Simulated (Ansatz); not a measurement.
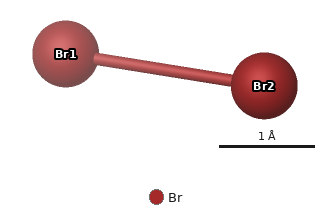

**Figure 1.** The structure as given in the input (ball-and-stick view, seen at a tilt; atoms are numbered from 1 in the order of the input). Bond lengths as drawn: Br–Br 2.28 Å.

## Single-point calculation of Br2

Br2, computed with RKS BLYP-D4/def2-TZVPPD (Ansatz 0.2.0).

The geometry comes from this level: PBE0-D4/def2-TZVP.

**The input**
```yaml
crystal:
  periodic: [false, false, false]
  atoms:
    - {symbol: Br, position_ang: [0.903909, -0.556005, 1.114435]}
    - {symbol: Br, position_ang: [-0.901585, 0.480037, 2.048287]}
basis:
  gaussian: {orbitals: "def2-TZVPPD.json"}
hamiltonian: {xc: {name: BLYP}, dispersion: d4}
```

Hardware: 4 threads of Arm Neoverse V1, 23 GiB of memory available, shared host.

Command:
```bash
ansatz run in.yaml --threads 4 --pin off --events-out ev --progress --plain --max-ram 9574MiB
```

**The program's output**
```
Functional definition: BLYP
  name "BLYP"
  cite "Becke, Phys. Rev. A 38, 3098 (1988) doi:10.1103/PhysRevA.38.3098"
  cite "Lee, Yang & Parr, Phys. Rev. B 37, 785 (1988) doi:10.1103/PhysRevB.37.785"
  parameter beta = 0.0042
  parameter a = 0.04918
  parameter b = 0.132
  parameter c = 0.2533
  parameter d = 0.349
  exchange = b88_x(beta = beta)
  correlation = lyp_c(a = a, b = b, c = c, d = d)
840 factors; their error is unknown
mean field evaluation 1: about -140093.8351 eV, gradient 1.4e1 eV
mean field evaluation 2: about -140093.9785 eV, gradient 8.2e0 eV
mean field evaluation 4: about -140094.0179 eV, gradient 2.7e-1 eV
mean field evaluation 8: about -140094.0143 eV, gradient 4.0e-3 eV
mean field -140094.01434010 eV, -5148.3600678653 hartree, gradient 3.7e-6 eV, S^2 0.000000; 0 other end points of the search recorded, 0 dependent functions left out
reference -140094.01462881 eV, -5148.3600784749 hartree; 35, 35 occupied and 79, 79 virtual orbitals, 840 factors
Total energy: -140094.10136339 eV, -5148.3632659122 hartree
```

**Summary**

| quantity | value |
| --- | --- |
| outcome | converged |
| total energy | −140094.1014 eV |
| mean-field energy | −140094.0146 eV |
| dispersion energy | −0.0867 eV |
| SCF solution under orbital rotations | stable |
| wall time | 0.8 s (CPU time 2.7 s) |
| peak memory | 0.4 GiB |
